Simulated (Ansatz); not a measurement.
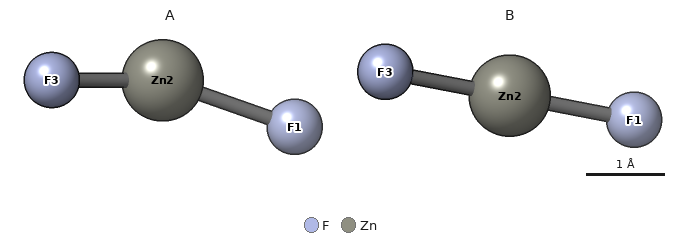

Two geometries of ZnF₂ (coarse preliminary run), drawn at one scale. One is the start of a relaxation, the other its converged end. Style: ball-and-stick. Shown at a tilt.

Level of theory: RKS PBE-D4/def2-SVP (Ansatz 0.2.0). Set-up: force threshold 0.03 eV/Å; at most 200 steps.

> Which geometry has the lower energy?

Structure B is the relaxed one. The start comes from a force field. Zn2 moves most after the best rigid fit: 0.23 Å. Largest moves by element: Zn 0.23 Å, F 0.14 Å. Near-neighbour distances that change, for instance: Zn2–F3 1.583 → 1.739 Å, F1–Zn2 1.870 → 1.739 Å. Bond angles that change, for instance: F1–Zn2–F3 158.9° → 179.9°. After 4 geometry steps the energy has fallen by 16.4 kcal/mol. The largest force component goes from 6.8 to 0.0072 eV/Å. The run took of the order of 5 core-seconds on a shared host.
